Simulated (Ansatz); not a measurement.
**H₄InNSi + HCl: a complex and its separated parts**

Aim: how far the complex at one end of a reaction step lies below its separated, relaxed parts, level by level.

Method: PBE0-D4/def2-TZVP structures, single points in def2-TZVPP, no counterpoise correction; program: Ansatz 0.2.0, Gaussian basis.

Levels: SPW92, PBE-D4, BLYP-D4, r2SCAN-D4, B97M-V, PBE0-D4, B3LYP-D4, r2SCAN0-D4, BHLYP-D4, CAM-B3LYP-D4, wB97X-V, wB97M-V, B2PLYP, PBE-QIDH, RPA on PBE, Hartree-Fock, MP2, CCSD, CCSD(T).

Cores are frozen in the correlated methods. Filled d shells of the heavier atoms are correlated. Core potentials replace the inner electrons past krypton, and spin-orbit coupling is left out. B3LYP uses VWN-RPA correlation. B2PLYP carries no dispersion term here.

90 further runs of the same task are left out: 2 that didn't finish, 88 set aside as unsound or not needed.

## Step 1: Where the work starts

The complex: 9 atoms, charge 0, spin multiplicity 1.

Atoms are counted from 1 here; the program's logs count them from 0.

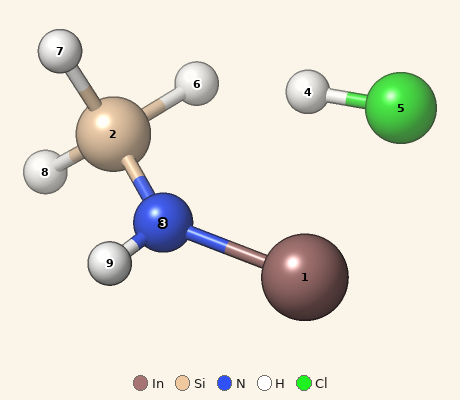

Start geometry, drawn with indium brown, silicon light orange, nitrogen blue, hydrogen white, chlorine green; atoms are numbered from 1 in the order of the file.

As a file:

| atom | x (Å) | y (Å) | z (Å) |
| --- | --- | --- | --- |
| In1 | -1.0802 | -0.9734 | -2.2184 |
| Si2 | 0.7762 | -0.0935 | 0.7651 |
| N3 | 0.3579 | -0.9744 | -0.6268 |
| H4 | -1.3610 | 1.4014 | 0.0173 |
| Cl5 | -2.2747 | 1.6509 | -0.8853 |
| H6 | -0.2756 | 0.9623 | 1.0001 |
| H7 | 2.0597 | 0.6671 | 0.6946 |
| H8 | 0.8103 | -0.8820 | 2.0325 |
| H9 | 0.9874 | -1.7581 | -0.7790 |

Its parts: H₄InNSi holds atoms 1, 2, 3, 6, 7, 8, 9; HCl holds atoms 4, 5. Each part counts its atoms afresh in its own runs.

## Step 2: Relaxing H₄InNSi alone

Input file relax-a/in.yaml:

```yaml
crystal:
  periodic: [false, false, false]
  atoms:
    - {symbol: In, position_ang: [-1.080177, -0.973375, -2.218411]}
    - {symbol: Si, position_ang: [0.776240, -0.093539, 0.765057]}
    - {symbol: N, position_ang: [0.357905, -0.974425, -0.626848]}
    - {symbol: H, position_ang: [-0.275593, 0.962278, 1.000101]}
    - {symbol: H, position_ang: [2.059719, 0.667105, 0.694637]}
    - {symbol: H, position_ang: [0.810285, -0.882015, 2.032527]}
    - {symbol: H, position_ang: [0.987355, -1.758141, -0.779021]}
basis:
  gaussian: {orbitals: def2-TZVP}
hamiltonian: {xc: pbe0, dispersion: d4}
relax: {f_tol: 0.005, max_steps: 200}
```

Launch:

```console
> ansatz run in.yaml --threads 4 --pin off --events-out ev --progress --plain --max-ram 9574MiB
```

The log of the run:

```text
Functional definition: PBE0
  name "PBE0"
  cite "Adamo & Barone, J. Chem. Phys. 110, 6158 (1999) doi:10.1063/1.478522"
  cite "Perdew, Burke & Ernzerhof, Phys. Rev. Lett. 77, 3865 (1996) doi:10.1103/PhysRevLett.77.3865"
  parent pbe
  parameter a = 0.25
  parameter kappa = 0.804
  parameter beta = 0.06672455060314922
  exchange = (1 - a)*pbe_x(kappa = kappa, mu = beta*pi^2/3) + a*exact_x
  correlation = pbe_c(beta = beta)
1080 factors; their error is unknown
mean field evaluation 1: about -14593.8772 eV, gradient 6.8e1 eV
mean field evaluation 2: about -14528.6111 eV, gradient 1.5e2 eV
mean field evaluation 4: about -14603.2538 eV, gradient 7.5e0 eV
mean field evaluation 8: about -14603.3523 eV, gradient 1.3e-1 eV
mean field evaluation 16: about -14603.4415 eV, gradient 2.4e-4 eV
mean field -14603.44146341 eV, -536.6665752122 hartree, gradient 5.3e-5 eV, S^2 0.000000; 0 other end points of the search recorded, 0 dependent functions left out
the calculation of the forces begins
reference -14603.44149873 eV, -536.6665765102 hartree; 23, 23 occupied and 119, 119 virtual orbitals, 1080 factors
relax step   1: F+E_penalty+E_count = -14603.58355284 eV  Δ(F+E_penalty+E_count) = +0.000e0 eV  max|allowed force component| = 7.206e-1 eV/Å  Δτ_max = 0.0000 Å  (28 SCF iters, accepted)
these checks for a lower state are left out or cut short: starts, cluster_reference, orbital_swaps, neighbouring_geometries, increment
1080 factors; their error is unknown
mean field -14603.48323808 eV, -536.6681104031 hartree, gradient 9.3e-6 eV, S^2 0.000000; 0 other end points of the search recorded, 0 dependent functions left out
the calculation of the forces begins
reference -14603.48327328 eV, -536.6681116964 hartree; 23, 23 occupied and 119, 119 virtual orbitals, 1080 factors
relax step   2: F+E_penalty+E_count = -14603.62703453 eV  Δ(F+E_penalty+E_count) = -4.348e-2 eV  max|allowed force component| = 2.494e-1 eV/Å  Δτ_max = 0.0863 Å  (31 SCF iters, accepted)
these checks for a lower state are left out or cut short: starts, cluster_reference, orbital_swaps, neighbouring_geometries, increment
1080 factors; their error is unknown
mean field evaluation 32: about -14603.4962 eV, gradient 2.0e-5 eV
mean field -14603.49617766 eV, -536.6685859239 hartree, gradient 2.0e-5 eV, S^2 0.000000; 0 other end points of the search recorded, 0 dependent functions left out
the calculation of the forces begins
reference -14603.49621287 eV, -536.6685872178 hartree; 23, 23 occupied and 119, 119 virtual orbitals, 1080 factors
relax step   3: F+E_penalty+E_count = -14603.64073338 eV  Δ(F+E_penalty+E_count) = -1.370e-2 eV  max|allowed force component| = 1.439e-1 eV/Å  Δτ_max = 0.0629 Å  (30 SCF iters, accepted)
these checks for a lower state are left out or cut short: starts, cluster_reference, orbital_swaps, neighbouring_geometries, increment
1080 factors; their error is unknown
mean field -14603.50940230 eV, -536.6690719205 hartree, gradient 1.5e-5 eV, S^2 0.000000; 0 other end points of the search recorded, 0 dependent functions left out
the calculation of the forces begins
reference -14603.50943754 eV, -536.6690732155 hartree; 23, 23 occupied and 119, 119 virtual orbitals, 1080 factors
relax step   4: F+E_penalty+E_count = -14603.65522842 eV  Δ(F+E_penalty+E_count) = -1.450e-2 eV  max|allowed force component| = 1.571e-1 eV/Å  Δτ_max = 0.1381 Å  (30 SCF iters, accepted)
these checks for a lower state are left out or cut short: starts, cluster_reference, orbital_swaps, neighbouring_geometries, increment
1080 factors; their error is unknown
mean field -14603.51182518 eV, -536.6691609596 hartree, gradient 1.8e-5 eV, S^2 0.000000; 0 other end points of the search recorded, 0 dependent functions left out
the calculation of the forces begins
reference -14603.51186028 eV, -536.6691622494 hartree; 23, 23 occupied and 119, 119 virtual orbitals, 1080 factors
relax step   5: F+E_penalty+E_count = -14603.65831674 eV  Δ(F+E_penalty+E_count) = -3.088e-3 eV  max|allowed force component| = 1.507e-1 eV/Å  Δτ_max = 0.0534 Å  (31 SCF iters, accepted)
these checks for a lower state are left out or cut short: starts, cluster_reference, orbital_swaps, neighbouring_geometries, increment
1080 factors; their error is unknown
mean field -14603.51359945 eV, -536.6692261627 hartree, gradient 1.8e-5 eV, S^2 0.000000; 0 other end points of the search recorded, 0 dependent functions left out
the calculation of the forces begins
reference -14603.51363444 eV, -536.6692274486 hartree; 23, 23 occupied and 119, 119 virtual orbitals, 1080 factors
relax step   6: F+E_penalty+E_count = -14603.66053567 eV  Δ(F+E_penalty+E_count) = -2.219e-3 eV  max|allowed force component| = 1.112e-1 eV/Å  Δτ_max = 0.0572 Å  (31 SCF iters, accepted)
these checks for a lower state are left out or cut short: starts, cluster_reference, orbital_swaps, neighbouring_geometries, increment
1080 factors; their error is unknown
mean field -14603.51401193 eV, -536.6692413210 hartree, gradient 1.5e-5 eV, S^2 0.000000; 0 other end points of the search recorded, 0 dependent functions left out
the calculation of the forces begins
reference -14603.51404694 eV, -536.6692426076 hartree; 23, 23 occupied and 119, 119 virtual orbitals, 1080 factors
relax step   7: F+E_penalty+E_count = -14603.66093358 eV  Δ(F+E_penalty+E_count) = -3.979e-4 eV  max|allowed force component| = 5.232e-3 eV/Å  Δτ_max = 0.0076 Å  (33 SCF iters, accepted)
these checks for a lower state are left out or cut short: starts, cluster_reference, orbital_swaps, neighbouring_geometries, increment
1080 factors; their error is unknown
mean field evaluation 64: about -14603.5140 eV, gradient 1.5e-4 eV
mean field -14603.51400455 eV, -536.6692410499 hartree, gradient 8.1e-6 eV, S^2 0.000000; 0 other end points of the search recorded, 0 dependent functions left out
the calculation of the forces begins
reference -14603.51403956 eV, -536.6692423364 hartree; 23, 23 occupied and 119, 119 virtual orbitals, 1080 factors
relax step   8: F+E_penalty+E_count = -14603.66093908 eV  Δ(F+E_penalty+E_count) = -5.501e-6 eV  max|allowed force component| = 2.625e-3 eV/Å  Δτ_max = 0.0021 Å  (24 SCF iters, accepted)
1080 factors; their error is unknown
mean field -14603.51400455 eV, -536.6692410499 hartree, gradient 9.0e-6 eV, S^2 0.000000; 1 other end points of the search recorded, 0 dependent functions left out
the calculation of the forces begins
reference -14603.51403956 eV, -536.6692423364 hartree; 23, 23 occupied and 119, 119 virtual orbitals, 1080 factors
Total energy: -14603.66097409 eV, -536.6746420808 hartree
Atom 0 at    -1.165614    -0.746055    -1.916695 Å, force    -0.000008    -0.000300     0.000416 eV/Å
Atom 1 at     0.761890    -0.110104     0.737340 Å, force     0.000155    -0.000374    -0.001391 eV/Å
Atom 2 at     0.481373    -1.077203    -0.642176 Å, force    -0.002625     0.001347    -0.000745 eV/Å
Atom 3 at    -0.354170     0.888872     0.760455 Å, force     0.000057     0.000497     0.000296 eV/Å
Atom 4 at     2.043666     0.657469     0.720335 Å, force     0.000029    -0.000292     0.001203 eV/Å
Atom 5 at     0.728959    -0.842552     2.039152 Å, force     0.000223     0.000476     0.000409 eV/Å
Atom 6 at     1.139631    -1.822539    -0.830369 Å, force     0.002168    -0.001354    -0.000188 eV/Å
Dipole moment:    -0.127752    -0.208888    -0.365638 e Å
```

Wall time 23 s (4 threads of Arm Neoverse N1, shared host).

Relaxation path:

| step | energy from step 1 (eV) | largest force component (eV/Å) |
| --- | --- | --- |
| 1 | 0.0000 | 0.7206 |
| 2 | -0.0435 | 0.2494 |
| 3 | -0.0572 | 0.1439 |
| 4 | -0.0717 | 0.1571 |
| 5 | -0.0748 | 0.1507 |
| 6 | -0.0770 | 0.1112 |
| 7 | -0.0774 | 0.0052 |
| 8 | -0.0774 | 0.0026 |

Distances of close pairs at the start and the end, largest changes first:

| bond | before (Å) | after (Å) | change (Å) |
| --- | --- | --- | --- |
| In1–N3 | 2.145 | 2.109 | -0.036 |
| Si2–H4 | 1.509 | 1.498 | -0.011 |
| Si2–N3 | 1.700 | 1.708 | +0.008 |
| N3–H7 | 1.017 | 1.012 | -0.005 |
| Si2–H6 | 1.493 | 1.494 | +0.001 |
| Si2–H5 | 1.494 | 1.494 | +0.001 |

## Step 3: Relaxing HCl alone

Input file relax-b/in.yaml:

```yaml
crystal:
  periodic: [false, false, false]
  atoms:
    - {symbol: H, position_ang: [-1.361024, 1.401354, 0.017293]}
    - {symbol: Cl, position_ang: [-2.274708, 1.650858, -0.885333]}
basis:
  gaussian: {orbitals: def2-TZVP}
hamiltonian: {xc: pbe0, dispersion: d4}
relax: {f_tol: 0.005, max_steps: 200}
```

Launch:

```console
> ansatz run in.yaml --threads 4 --pin off --events-out ev --progress --plain --max-ram 9574MiB
```

The log of the run (excerpt; [...] marks lines left out):

```text
[... 5 set-up lines as earlier in the session ...]
[...]
312 factors; their error is unknown
[...]
mean field -12535.30308730 eV, -460.6638917246 hartree, gradient 4.3e-5 eV, S^2 0.000000; 0 other end points of the search recorded, 0 dependent functions left out
[...]
reference -12535.31647362 eV, -460.6643836628 hartree; 9, 9 occupied and 34, 34 virtual orbitals, 312 factors
Total energy: -12535.32105158 eV, -460.6645518999 hartree
Atom 0 at    -1.371297     1.404159     0.007144 Å, force    -0.001560     0.000426    -0.001541 eV/Å
Atom 1 at    -2.264435     1.648053    -0.875184 Å, force     0.001560    -0.000426     0.001541 eV/Å
Dipole moment:     0.183405    -0.050083     0.181185 e Å
```

Wall time 1 s (4 threads of Arm Neoverse N1, shared host).

Along the way:

| step | energy from step 1 (eV) | largest force component (eV/Å) |
| --- | --- | --- |
| 1 | 0.0000 | 0.6156 |
| 2 | -0.0112 | 0.2523 |
| 3 | -0.0133 | 0.0126 |
| 4 | -0.0133 | 0.0016 |

The bond:

| bond | before (Å) | after (Å) | change (Å) |
| --- | --- | --- | --- |
| H1–Cl2 | 1.308 | 1.279 | -0.029 |

## Step 4: SPW92/def2-TZVPP

Input file parta/in.yaml:

```yaml
crystal:
  periodic: [false, false, false]
  atoms:
    - {symbol: In, position_ang: [-1.165614, -0.746055, -1.916695]}
    - {symbol: Si, position_ang: [0.761890, -0.110104, 0.737340]}
    - {symbol: N, position_ang: [0.481373, -1.077203, -0.642176]}
    - {symbol: H, position_ang: [-0.354170, 0.888872, 0.760455]}
    - {symbol: H, position_ang: [2.043666, 0.657469, 0.720335]}
    - {symbol: H, position_ang: [0.728959, -0.842552, 2.039152]}
    - {symbol: H, position_ang: [1.139631, -1.822539, -0.830369]}
basis:
  gaussian: {orbitals: def2-TZVPP}
hamiltonian: {xc: lda}
```

Input file partb/in.yaml:

```yaml
crystal:
  periodic: [false, false, false]
  atoms:
    - {symbol: H, position_ang: [-1.371297, 1.404159, 0.007144]}
    - {symbol: Cl, position_ang: [-2.264435, 1.648053, -0.875184]}
basis:
  gaussian: {orbitals: def2-TZVPP}
hamiltonian: {xc: lda}
```

The same command starts each run, in its folder.

Launch:

```console
> ansatz run in.yaml --threads 4 --pin off --events-out ev --progress --plain --max-ram 9574MiB
```

Output in parta (excerpt; [...] marks lines left out):

```text
Functional definition: SPW92
  name "SPW92"
  cite "Dirac, Proc. Camb. Phil. Soc. 26, 376 (1930) doi:10.1017/S0305004100016108"
  cite "Slater, Phys. Rev. 81, 385 (1951) doi:10.1103/PhysRev.81.385"
  cite "Perdew & Wang, Phys. Rev. B 45, 13244 (1992) doi:10.1103/PhysRevB.45.13244"
[...]
1067 factors; their error is unknown
[...]
mean field -14555.55699559 eV, -534.9068534771 hartree, gradient 6.4e-5 eV, S^2 0.000000; 0 other end points of the search recorded, 0 dependent functions left out
reference -14555.55704015 eV, -534.9068551147 hartree; 23, 23 occupied and 156, 156 virtual orbitals, 1067 factors
Total energy: -14555.55704015 eV, -534.9068551147 hartree
```

Output in partb (excerpt; [...] marks lines left out):

```text
[... 5 set-up lines as earlier in the session ...]
[...]
353 factors; their error is unknown
[...]
mean field -12498.56390808 eV, -459.3137517909 hartree, gradient 5.7e-5 eV, S^2 0.000000; 0 other end points of the search recorded, 0 dependent functions left out
reference -12498.56392749 eV, -459.3137525042 hartree; 9, 9 occupied and 47, 47 virtual orbitals, 353 factors
Total energy: -12498.56392749 eV, -459.3137525042 hartree
```

Times: 1.1 s (parta), 0.2 s (partb) on 4 threads of Arm Neoverse N1, shared host.

## Step 5: PBE-D4/def2-TZVPP

The same edit goes into each in.yaml of step 4 (parta, partb):

```diff
-hamiltonian: {xc: lda}
+hamiltonian: {xc: pbe, dispersion: d4}
```

The same command starts each run, in its folder.

Launch:

```console
> ansatz run in.yaml --threads 4 --pin off --events-out ev --progress --plain --max-ram 9574MiB
```

Log of parta (excerpt; [...] marks lines left out):

```text
Functional definition: PBE
  name "PBE"
[... 2 set-up lines as earlier in the session ...]
[...]
1067 factors; their error is unknown
[...]
mean field -14602.76499412 eV, -536.6417154243 hartree, gradient 6.6e-5 eV, S^2 0.000000; 0 other end points of the search recorded, 0 dependent functions left out
reference -14602.76504149 eV, -536.6417171650 hartree; 23, 23 occupied and 156, 156 virtual orbitals, 1067 factors
Total energy: -14602.93881771 eV, -536.6481033234 hartree
```

Log of partb (excerpt; [...] marks lines left out):

```text
[... 4 set-up lines as earlier in the session ...]
[...]
353 factors; their error is unknown
[...]
mean field -12534.30965362 eV, -460.6273837101 hartree, gradient 8.1e-5 eV, S^2 0.000000; 0 other end points of the search recorded, 0 dependent functions left out
reference -12534.30967452 eV, -460.6273844785 hartree; 9, 9 occupied and 47, 47 virtual orbitals, 353 factors
Total energy: -12534.31533575 eV, -460.6275925249 hartree
```

Wall times: 1.8 s (parta), 0.2 s (partb) on 4 threads of Arm Neoverse N1, shared host.

## Step 6: BLYP-D4/def2-TZVPP

The same edit goes into each in.yaml of step 5 (parta, partb):

```diff
-hamiltonian: {xc: pbe, dispersion: d4}
+hamiltonian: {xc: {name: BLYP}, dispersion: d4}
```

Each run has its own folder and the same command.

Launch:

```console
> ansatz run in.yaml --threads 4 --pin off --events-out ev --progress --plain --max-ram 9574MiB
```

Log of parta (excerpt; [...] marks lines left out):

```text
Functional definition: BLYP
  name "BLYP"
  cite "Becke, Phys. Rev. A 38, 3098 (1988) doi:10.1103/PhysRevA.38.3098"
  cite "Lee, Yang & Parr, Phys. Rev. B 37, 785 (1988) doi:10.1103/PhysRevB.37.785"
[...]
1067 factors; their error is unknown
[...]
mean field -14607.12962467 eV, -536.8021126387 hartree, gradient 8.1e-5 eV, S^2 0.000000; 0 other end points of the search recorded, 0 dependent functions left out
reference -14607.12996736 eV, -536.8021252320 hartree; 23, 23 occupied and 156, 156 virtual orbitals, 1067 factors
Total energy: -14607.50694352 eV, -536.8159788505 hartree
```

Log of partb (excerpt; [...] marks lines left out):

```text
[... 4 set-up lines as earlier in the session ...]
[...]
353 factors; their error is unknown
[...]
mean field -12539.38863474 eV, -460.8140328238 hartree, gradient 4.6e-5 eV, S^2 0.000000; 0 other end points of the search recorded, 0 dependent functions left out
reference -12539.38883906 eV, -460.8140403326 hartree; 9, 9 occupied and 47, 47 virtual orbitals, 353 factors
Total energy: -12539.40232837 eV, -460.8145360556 hartree
```

Wall times: 1.9 s (parta), 0.25 s (partb) on 4 threads of Arm Neoverse N1, shared host.

(Part 1 of 3 ends here.)
